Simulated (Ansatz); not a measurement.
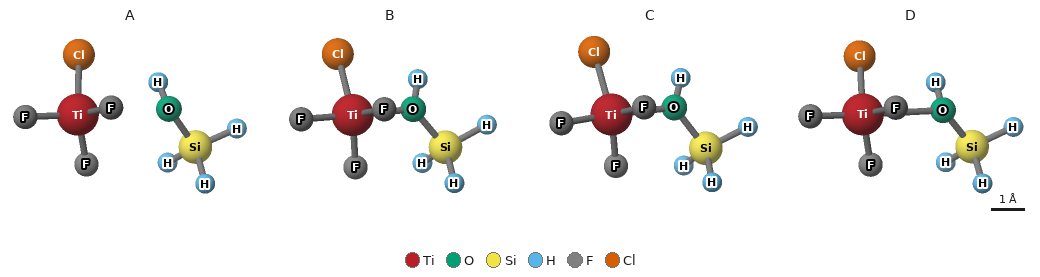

4 geometries from one relaxation of TiSiH₄OClF₃, in shuffled order. The picture is a ball-and-stick view, seen from a free direction.

The run prepares an end point of a later path (reaction) calculation, from a guessed geometry.

These are results of RHF/def2-SVP (Ansatz), not measurements. Set-up: no spin polarisation; force threshold 0.03 eV/Å; at most 50 steps.

Order the frames from highest to lowest energy.

Answer. A, D, B, C. They are steps 0, 1, 3, 9, at +0.497 eV, +0.299 eV, +0.096 eV relative to the last. The atom that moves furthest after the best rigid fit is an F atom (0.55 Å). By element the largest moves are F 0.55 Å, Ti 0.51 Å, H 0.48 Å, O 0.45 Å, Si 0.34 Å, Cl 0.18 Å. Near-neighbour distances that change, for instance: O–Ti 3.107 → 2.234 Å, Si–Ti 4.358 → 3.552 Å, H–Ti 3.209 → 2.749 Å, Cl–Ti 2.327 → 2.251 Å. New bonds form, among them: O–Ti (3.11 → 2.23 Å). Bond angles that change, for instance: F–Ti–Cl 113.7° → 123.6°, F–Ti–F 105.5° → 97.5°, F–Ti–Cl 105.8° → 98.0°. Groups turn about O–Si by about 40°. The energy falls by 0.497 eV in 9 geometry steps. The largest force component goes from 1.1 to 0.011 eV/Å. Cost: 16 s on 4 threads of Intel(R) Xeon(R) 6975P-C (Granite Rapids), with other jobs on the host, peak memory 0.47 GiB.

Limits of the set-up: the start holds two separate molecules, 2.6 Å apart at their closest, whose relative position is a soft coordinate and is computed without a dispersion correction; Hartree-Fock leaves out electron correlation.
